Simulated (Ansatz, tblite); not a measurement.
**The cluster Si₄O₈: one state, many levels**

Aim: run the singlet of the cluster Si₄O₈ at one geometry on many levels, and compare frontier levels, spin and run time.

Program: Ansatz 0.2.0, Gaussian basis. Level of theory: as each input shows. These are calculated values, not measurements.

Plan: GFN1-xTB, GFN2-xTB, PBE-D4/def2-TZVP, r2SCAN-D4/def2-TZVP, B3LYP-D4/def2-TZVP, CAM-B3LYP-D4/def2-TZVP, PBE-D4/def2-SVP, PBE0-D4/def2-SVP, HF/STO-3G, MP2/def2-SVP, RPA/def2-SVP.

2 further runs of the same task are left out: 2 set aside as unsound or not needed.

## Step 1: The relaxed structure

The geometry is that of the singlet, from an earlier relaxation (PBE-D4/def2-SVP). At that level it is the lowest of the isomers that a small search found.

12 atoms, charge 0, spin multiplicity 1.

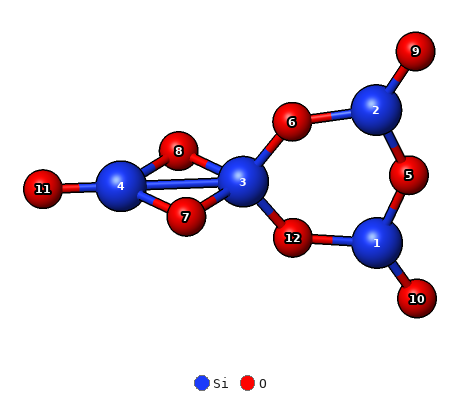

The structure; silicon blue, oxygen red; atoms are numbered from 1 in the order of the file.

PBE0-D4/def2-TZVP was run before; its log isn't repeated, and its numbers join the tables.

## Step 2: GFN1-xTB

Tight binding, by tblite at 300 K electronic temperature and without a spin-polarisation term:

```python
tblite.interface.Calculator('GFN1-xTB', numbers, positions, charge=0, uhf=0).singlepoint()
```

Energy -1245.1772 eV, HOMO -13.34 eV, LUMO -8.56 eV; 0.015 s.

## Step 3: GFN2-xTB

Tight binding, by tblite at 300 K electronic temperature and without a spin-polarisation term:

```python
tblite.interface.Calculator('GFN2-xTB', numbers, positions, charge=0, uhf=0).singlepoint()
```

Energy -1089.3225 eV, HOMO -13.46 eV, LUMO -7.74 eV; 0.016 s.

## Step 4: PBE-D4/def2-TZVP

start.molden holds the orbitals of an earlier run on this state, given as this run's starting guess.

File in.yaml:

```yaml
crystal:
  periodic: [false, false, false]
  atoms:
    - {symbol: Si, position_ang: [-2.128350, -1.159912, -0.382032]}
    - {symbol: Si, position_ang: [-1.253855, 0.525428, 2.042755]}
    - {symbol: Si, position_ang: [0.628401, 0.119010, -0.309380]}
    - {symbol: Si, position_ang: [2.748943, 0.514722, -1.349126]}
    - {symbol: O, position_ang: [-2.249704, -0.423129, 1.105416]}
    - {symbol: O, position_ang: [0.152213, 0.694964, 1.170466]}
    - {symbol: O, position_ang: [1.238147, 1.305269, -1.354004]}
    - {symbol: O, position_ang: [2.125492, -0.674137, -0.297810]}
    - {symbol: O, position_ang: [-1.565168, 1.119822, 3.421563]}
    - {symbol: O, position_ang: [-3.190837, -2.012621, -1.085837]}
    - {symbol: O, position_ang: [4.106245, 0.768158, -2.014556]}
    - {symbol: O, position_ang: [-0.611517, -0.777584, -0.947454]}
basis:
  gaussian: {orbitals: def2-TZVP, initial_orbitals: start.molden}
hamiltonian: {xc: pbe, dispersion: d4}
scf: {omitted_lower_state_checks: [starts]}
output: {forces: true, orbitals: {seedname: orbitals}}
```

Launch:

```console
$ ansatz run in.yaml --threads 4 --pin off --events-out ev --progress --plain --max-ram 6963MiB
```

The log of the run (excerpt; [...] marks lines left out):

```text
Functional definition: PBE
  name "PBE"
  cite "Perdew, Burke & Ernzerhof, Phys. Rev. Lett. 77, 3865 (1996) doi:10.1103/PhysRevLett.77.3865"
  parent pbe
[...]
2216 factors; their error is unknown
[...]
mean field -47875.16462434 eV, -1759.3798489923 hartree, gradient 1.3e-5 eV, S^2 0.000000; 0 other end points of the search recorded, 0 dependent functions left out
[...]
reference -47875.16468167 eV, -1759.3798510994 hartree; 60, 60 occupied and 336, 336 virtual orbitals, 2216 factors
Total energy: -47875.75682045 eV, -1759.4016117979 hartree
Atom 0 at    -2.128350    -1.159912    -0.382032 Å, force     0.228188     0.139522     0.067212 eV/Å
Atom 1 at    -1.253855     0.525428     2.042755 Å, force     0.118002    -0.072912    -0.238385 eV/Å
Atom 2 at     0.628401     0.119010    -0.309380 Å, force     0.020048     0.002802    -0.009225 eV/Å
Atom 3 at     2.748943     0.514722    -1.349126 Å, force    -0.255974    -0.047723     0.125851 eV/Å
Atom 4 at    -2.249704    -0.423129     1.105416 Å, force     0.181651     0.034507    -0.089472 eV/Å
Atom 5 at     0.152213     0.694964     1.170466 Å, force    -0.301843    -0.194280    -0.106694 eV/Å
Atom 6 at     1.238147     1.305269    -1.354004 Å, force     0.314027    -0.545638     0.266105 eV/Å
Atom 7 at     2.125492    -0.674137    -0.297810 Å, force    -0.185481     0.570057    -0.329420 eV/Å
Atom 8 at    -1.565168     1.119822     3.421563 Å, force     0.148058    -0.296461    -0.681234 eV/Å
Atom 9 at    -3.190837    -2.012621    -1.085837 Å, force     0.521049     0.421898     0.352744 eV/Å
Atom 10 at     4.106245     0.768158    -2.014556 Å, force    -0.642406    -0.119974     0.314785 eV/Å
Atom 11 at    -0.611517    -0.777584    -0.947454 Å, force    -0.145319     0.108201     0.327732 eV/Å
Dipole moment:    -0.025568    -0.004090     0.011956 e Å
Checks for a lower state left out: starts
```

Run time: 8.5 s. Hardware: 4 threads of Arm Neoverse V1, shared host; peak memory 0.89 GiB.

HOMO -7.92 eV, LUMO -4.18 eV.

## Step 5: r2SCAN-D4/def2-TZVP

in.yaml, as its differences from that of step 4:

```diff
@@ -17,4 +17,4 @@
   gaussian: {orbitals: def2-TZVP, initial_orbitals: start.molden}
-hamiltonian: {xc: pbe, dispersion: d4}
+hamiltonian: {xc: r2scan, dispersion: d4}
 scf: {omitted_lower_state_checks: [starts]}
-output: {forces: true, orbitals: {seedname: orbitals}}
+output: {orbitals: {seedname: orbitals}}
```

The command is unchanged.

The log of the run:

```text
Functional definition: r2SCAN
  name "r2SCAN"
  cite "Furness, Kaplan, Ning, Perdew & Sun, J. Phys. Chem. Lett. 11, 8208 (2020) doi:10.1021/acs.jpclett.0c02405"
  cite "Furness, Kaplan, Ning, Perdew & Sun, J. Phys. Chem. Lett. 11, 9248 (2020) doi:10.1021/acs.jpclett.0c03077"
  parent r2scan
  parameter k0 = 0.174
  parameter k1 = 0.065
  parameter a1 = 4.9479
  exchange = r2scan_x(k0 = k0, k1 = k1, a1 = a1)
  correlation = r2scan_c
these checks for a lower state are left out or cut short: starts
2216 factors; their error is unknown
mean field evaluation 1: about -47897.6260 eV, gradient 1.0e1 eV
mean field evaluation 2: about -47897.7056 eV, gradient 1.2e-1 eV
mean field evaluation 4: about -47897.6788 eV, gradient 2.3e-4 eV
mean field -47897.67878288 eV, -1760.2072290580 hartree, gradient 1.8e-5 eV, S^2 0.000000; 0 other end points of the search recorded, 0 dependent functions left out
reference -47897.67879980 eV, -1760.2072296799 hartree; 60, 60 occupied and 336, 336 virtual orbitals, 2216 factors
Total energy: -47897.82834914 eV, -1760.2127255168 hartree
Checks for a lower state left out: starts
```

Wall time 15 s (4 threads of Arm Neoverse V1, shared host); peak memory 0.94 GiB.

Report: HOMO -8.25 eV, LUMO -3.91 eV.

## Step 6: B3LYP-D4/def2-TZVP

in.yaml, as its differences from that of step 5:

```diff
@@ -17,3 +17,3 @@
   gaussian: {orbitals: def2-TZVP, initial_orbitals: start.molden}
-hamiltonian: {xc: r2scan, dispersion: d4}
+hamiltonian: {xc: {name: B3LYP}, dispersion: d4}
 scf: {omitted_lower_state_checks: [starts]}
```

The command is unchanged.

The log of the run (excerpt; [...] marks lines left out):

```text
Functional definition: B3LYP
  name "B3LYP"
  cite "Stephens, Devlin, Chabalowski & Frisch, J. Phys. Chem. 98, 11623 (1994) doi:10.1021/j100096a001"
  cite "Becke, Phys. Rev. A 38, 3098 (1988) doi:10.1103/PhysRevA.38.3098"
  cite "Lee, Yang & Parr, Phys. Rev. B 37, 785 (1988) doi:10.1103/PhysRevB.37.785"
  cite "Vosko, Wilk & Nusair, Can. J. Phys. 58, 1200 (1980) doi:10.1139/p80-159"
[...]
2252 factors; their error is unknown
[...]
mean field -47909.26723285 eV, -1760.6330967395 hartree, gradient 2.4e-5 eV, S^2 0.000000; 0 other end points of the search recorded, 0 dependent functions left out
reference -47909.26758240 eV, -1760.6331095853 hartree; 60, 60 occupied and 336, 336 virtual orbitals, 2252 factors
Total energy: -47910.22783558 eV, -1760.6683982387 hartree
Checks for a lower state left out: starts
```

It took 16 s on 4 threads of Arm Neoverse V1, shared host; peak memory 2.3 GiB.

From the report: HOMO -9.24 eV, LUMO -3.60 eV.

## Step 7: CAM-B3LYP-D4/def2-TZVP

in.yaml, as its differences from that of step 6:

```diff
@@ -17,3 +17,3 @@
   gaussian: {orbitals: def2-TZVP, initial_orbitals: start.molden}
-hamiltonian: {xc: {name: B3LYP}, dispersion: d4}
+hamiltonian: {xc: {name: CAM-B3LYP}, dispersion: d4}
 scf: {omitted_lower_state_checks: [starts]}
```

The command is unchanged.

The log of the run (excerpt; [...] marks lines left out):

```text
Functional definition: CAM-B3LYP
  name "CAM-B3LYP"
  cite "Yanai, Tew & Handy, Chem. Phys. Lett. 393, 51 (2004) doi:10.1016/j.cplett.2004.06.011"
  cite "Iikura, Tsuneda, Yanai & Hirao, J. Chem. Phys. 115, 3540 (2001) doi:10.1063/1.1383587"
  cite "Becke, Phys. Rev. A 38, 3098 (1988) doi:10.1103/PhysRevA.38.3098"
  cite "Lee, Yang & Parr, Phys. Rev. B 37, 785 (1988) doi:10.1103/PhysRevB.37.785"
  cite "Vosko, Wilk & Nusair, Can. J. Phys. 58, 1200 (1980) doi:10.1139/p80-159"
[...]
  # Exact exchange under (alpha + beta erf(omega r))/r, Becke's under what is left of 1/r.
[...]
2252 factors; their error is unknown
492 factors; integrals over basis functions are off by at most 7.2e-6 eV
[...]
mean field -47903.65137014 eV, -1760.4267175917 hartree, gradient 1.7e-5 eV, S^2 0.000000; 0 other end points of the search recorded, 0 dependent functions left out
reference -47903.65154047 eV, -1760.4267238510 hartree; 60, 60 occupied and 336, 336 virtual orbitals, 2252 factors
Total energy: -47904.18220760 eV, -1760.4462255084 hartree
Checks for a lower state left out: starts
```

It took 20 s on 4 threads of Arm Neoverse V1, shared host; peak memory 2.1 GiB.

Report: HOMO -11.02 eV, LUMO -2.35 eV.

## Step 8: PBE-D4/def2-SVP

in.yaml, as its differences from that of step 7:

```diff
@@ -16,4 +16,4 @@
 basis:
-  gaussian: {orbitals: def2-TZVP, initial_orbitals: start.molden}
-hamiltonian: {xc: {name: CAM-B3LYP}, dispersion: d4}
+  gaussian: {orbitals: def2-SVP, initial_orbitals: start.molden}
+hamiltonian: {xc: pbe, dispersion: d4}
 scf: {omitted_lower_state_checks: [starts]}
```

Same command.

The log of the run:

```text
Functional definition: PBE
  name "PBE"
  cite "Perdew, Burke & Ernzerhof, Phys. Rev. Lett. 77, 3865 (1996) doi:10.1103/PhysRevLett.77.3865"
  parent pbe
  parameter kappa = 0.804
  parameter beta = 0.06672455060314922
  exchange = pbe_x(kappa = kappa, mu = beta*pi^2/3)
  correlation = pbe_c(beta = beta)
these checks for a lower state are left out or cut short: starts
1928 factors; their error is unknown
mean field evaluation 1: about -47841.3011 eV, gradient 2.0e1 eV
mean field evaluation 2: about -47842.2860 eV, gradient 6.8e-1 eV
mean field evaluation 4: about -47842.1467 eV, gradient 1.1e-1 eV
mean field -47842.14676959 eV, -1758.1664652107 hartree, gradient 3.9e-5 eV, S^2 0.000000; 0 other end points of the search recorded, 0 dependent functions left out
reference -47842.14681219 eV, -1758.1664667761 hartree; 60, 60 occupied and 124, 124 virtual orbitals, 1928 factors
Total energy: -47842.73895096 eV, -1758.1882274746 hartree
Checks for a lower state left out: starts
```

Wall time 2.9 s (4 threads of Arm Neoverse V1, shared host).

Report: HOMO -7.65 eV, LUMO -3.84 eV.

## Step 9: PBE0-D4/def2-SVP

in.yaml, as its differences from that of step 8:

```diff
@@ -17,3 +17,3 @@
   gaussian: {orbitals: def2-SVP, initial_orbitals: start.molden}
-hamiltonian: {xc: pbe, dispersion: d4}
+hamiltonian: {xc: pbe0, dispersion: d4}
 scf: {omitted_lower_state_checks: [starts]}
```

Same command.

The log of the run:

```text
Functional definition: PBE0
  name "PBE0"
  cite "Adamo & Barone, J. Chem. Phys. 110, 6158 (1999) doi:10.1063/1.478522"
  cite "Perdew, Burke & Ernzerhof, Phys. Rev. Lett. 77, 3865 (1996) doi:10.1103/PhysRevLett.77.3865"
  parent pbe
  parameter a = 0.25
  parameter kappa = 0.804
  parameter beta = 0.06672455060314922
  exchange = (1 - a)*pbe_x(kappa = kappa, mu = beta*pi^2/3) + a*exact_x
  correlation = pbe_c(beta = beta)
these checks for a lower state are left out or cut short: starts
1675 factors; integrals over basis functions are off by at most 4.6e-4 eV
mean field evaluation 1: about -47843.2645 eV, gradient 1.7e1 eV
mean field evaluation 2: about -47843.8379 eV, gradient 4.3e-1 eV
mean field evaluation 4: about -47843.9031 eV, gradient 9.1e-4 eV
mean field -47843.90312891 eV, -1758.2310102252 hartree, gradient 1.3e-5 eV, S^2 0.000000; 0 other end points of the search recorded, 0 dependent functions left out
reference -47843.90316014 eV, -1758.2310113728 hartree; 60, 60 occupied and 124, 124 virtual orbitals, 1675 factors
Total energy: -47844.41392001 eV, -1758.2497814518 hartree
Checks for a lower state left out: starts
```

Run time: 4.4 s. Hardware: 4 threads of Arm Neoverse V1, shared host.

HOMO -9.34 eV, LUMO -3.03 eV.

## Step 10: HF/STO-3G

in.yaml, as its differences from that of step 9:

```diff
@@ -16,4 +16,4 @@
 basis:
-  gaussian: {orbitals: def2-SVP, initial_orbitals: start.molden}
-hamiltonian: {xc: pbe0, dispersion: d4}
+  gaussian: {orbitals: STO-3G}
+hamiltonian: {xc: hf}
 scf: {omitted_lower_state_checks: [starts]}
```

Launched as before.

The log of the run:

```text
Functional definition: HF
  name "HF"
  cite "Fock, Z. Phys. 61, 126 (1930) doi:10.1007/BF01340294"
  parent pbe
  exchange = exact_x
  correlation = 0
these checks for a lower state are left out or cut short: starts
989 factors; integrals over basis functions are off by at most 3.2e-5 eV
mean field evaluation 1: about -47144.3950 eV, gradient 6.8e1 eV
mean field evaluation 2: about -47144.5830 eV, gradient 6.9e1 eV
mean field evaluation 4: about -47163.1527 eV, gradient 8.7e0 eV
mean field evaluation 8: about -47163.4559 eV, gradient 2.7e-1 eV
mean field -47163.45658402 eV, -1733.2250609237 hartree, gradient 1.6e-5 eV, S^2 0.000000; 0 other end points of the search recorded, 0 dependent functions left out
reference -47163.45658402 eV, -1733.2250609237 hartree; 60, 60 occupied and 16, 16 virtual orbitals, 989 factors
Total energy: -47163.45658402 eV, -1733.2250609237 hartree
Checks for a lower state left out: starts
```

Wall time 0.7 s (4 threads of Arm Neoverse V1, shared host).

From the report: HOMO -7.65 eV, LUMO 6.70 eV.

## Step 11: MP2/def2-SVP

in.yaml, as its differences from that of step 10:

```diff
@@ -16,4 +16,4 @@
 basis:
-  gaussian: {orbitals: STO-3G}
-hamiltonian: {xc: hf}
+  gaussian: {orbitals: def2-SVP, initial_orbitals: start.molden}
+correlation: {method: mp2}
 scf: {omitted_lower_state_checks: [starts]}
```

The command is unchanged.

The log of the run:

```text
Functional definition: HF
  name "HF"
  cite "Fock, Z. Phys. 61, 126 (1930) doi:10.1007/BF01340294"
  parent pbe
  exchange = exact_x
  correlation = 0
these checks for a lower state are left out or cut short: starts
1675 factors; integrals over basis functions are off by at most 4.6e-4 eV
mean field evaluation 1: about -47731.4158 eV, gradient 3.6e1 eV
mean field evaluation 2: about -47733.6797 eV, gradient 2.1e0 eV
mean field evaluation 4: about -47733.9787 eV, gradient 1.9e0 eV
mean field evaluation 8: about -47733.9837 eV, gradient 3.7e-4 eV
mean field -47733.98369180 eV, -1754.1915454175 hartree, gradient 5.8e-6 eV, S^2 0.000000; 0 other end points of the search recorded, 0 dependent functions left out
28 core orbitals not correlated: weight in the atoms' cores, before any rotation towards them, 1.000 or more for the frozen orbitals, at most 0.000 for the correlated occupied ones
reference -47733.98369180 eV, -1754.1915454175 hartree; 32, 32 occupied and 124, 124 virtual orbitals, 1675 factors
second order -49.05352479 eV of doubles, -0.00000000 eV of singles
Total energy: -47783.03721660 eV, -1755.9942292040 hartree
Checks for a lower state left out: starts
```

Run time: 3.9 s. Hardware: 4 threads of Arm Neoverse V1, shared host.

Hartree-Fock HOMO -13.30 eV, LUMO 0.33 eV.

## Step 12: RPA/def2-SVP

in.yaml, as its differences from that of step 11:

```diff
@@ -17,4 +17,4 @@
   gaussian: {orbitals: def2-SVP, initial_orbitals: start.molden}
-correlation: {method: mp2}
+hamiltonian: {xc: pbe}
+correlation: {method: rpa}
 scf: {omitted_lower_state_checks: [starts]}
-output: {orbitals: {seedname: orbitals}}
```

Same command.

The log of the run (excerpt; [...] marks lines left out):

```text
Functional definition: PBE
  name "PBE"
  cite "Perdew, Burke & Ernzerhof, Phys. Rev. Lett. 77, 3865 (1996) doi:10.1103/PhysRevLett.77.3865"
  parent pbe
[...]
1675 factors; integrals over basis functions are off by at most 4.6e-4 eV
[...]
mean field -47842.14668158 eV, -1758.1664619764 hartree, gradient 2.0e-6 eV, S^2 0.000000; 0 other end points of the search recorded, 0 dependent functions left out
28 core orbitals not correlated: weight in the atoms' cores, before any rotation towards them, 1.000 or more for the frozen orbitals, at most 0.000 for the correlated occupied ones
reference -47729.73562432 eV, -1754.0354318170 hartree; 32, 32 occupied and 124, 124 virtual orbitals, 1675 factors
Total energy: -47801.60316661 eV, -1756.6765152824 hartree
Checks for a lower state left out: starts
```

It took 5.5 s on 4 threads of Arm Neoverse V1, shared host.

## Step 13: Levels side by side

| level | functions | HOMO (eV) | LUMO (eV) | gap (eV) | time |
| --- | --- | --- | --- | --- | --- |
| HF/STO-3G | 76 | -7.65 | 6.70 | 14.36 | 0.7 s |
| PBE-D4/def2-SVP | 184 | -7.65 | -3.84 | 3.81 | 2.9 s |
| PBE-D4/def2-TZVP | 396 | -7.92 | -4.18 | 3.74 | 8.5 s |
| r2SCAN-D4/def2-TZVP | 396 | -8.25 | -3.91 | 4.34 | 15 s |
| B3LYP-D4/def2-TZVP | 396 | -9.24 | -3.60 | 5.65 | 16 s |
| PBE0-D4/def2-SVP | 184 | -9.34 | -3.03 | 6.30 | 4.4 s |
| PBE0-D4/def2-TZVP | 396 | -9.54 | -3.32 | 6.21 | 19 s |
| CAM-B3LYP-D4/def2-TZVP | 396 | -11.02 | -2.35 | 8.66 | 20 s |

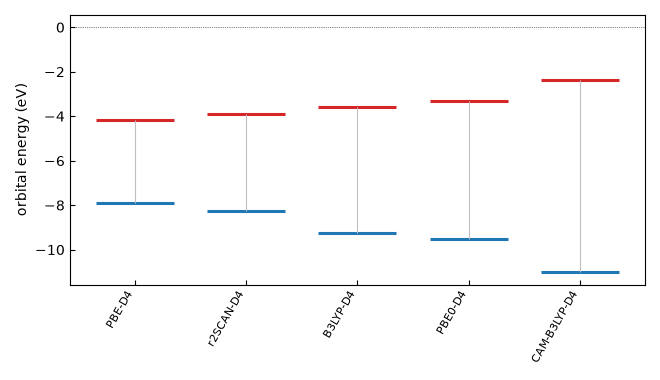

Highest filled (blue) and lowest empty (red) level in def2-TZVP.

The pieces so far (eV):

| basis | HF | MP2 correlation | total |
| --- | --- | --- | --- |
| def2-SVP | -47733.9837 | -49.0535 | -47783.0372 (MP2) |

## Step 14: Binding energy

Free atoms were run apart at each level; binding is atoms less cluster, divided by the number of atoms, without zero-point or spin-orbit terms.

| level | binding an atom (eV) |
| --- | --- |
| HF/STO-3G | 2.102 |
| HF/def2-SVP | 3.216 |
| PBE-D4/def2-SVP | 5.384 |
| PBE-D4/def2-TZVP | 5.517 |
| r2SCAN-D4/def2-TZVP | 5.395 |
| B3LYP-D4/def2-TZVP | 5.284 |
| PBE0-D4/def2-SVP | 5.086 |
| PBE0-D4/def2-TZVP | 5.253 |
| CAM-B3LYP-D4/def2-TZVP | 5.335 |
| RPA/def2-SVP | 4.439 |
| MP2/def2-SVP | 5.072 |

## Step 15: Results

```
                                                 quantity                                     value
gap in def2-TZVP, named functionals, smallest and largest  3.74 eV (PBE-D4), 8.66 eV (CAM-B3LYP-D4)
                         correlation energy, MP2/def2-SVP                                 -49.05 eV
                binding an atom, functionals in def2-TZVP        5.25 (PBE0-D4) to 5.52 eV (PBE-D4)
          PBE0 total energy, smallest basis above largest            33.02 eV (def2-SVP, def2-TZVP)
```

**Reading.** Over the named functionals in def2-TZVP the gap runs from 3.74 eV (PBE-D4) to 8.66 eV (CAM-B3LYP-D4); exact exchange widens it.

The slowest run with a step of its own, CAM-B3LYP-D4/def2-TZVP, took 20 s; the quickest functional in def2-TZVP took 8.5 s (shared host).
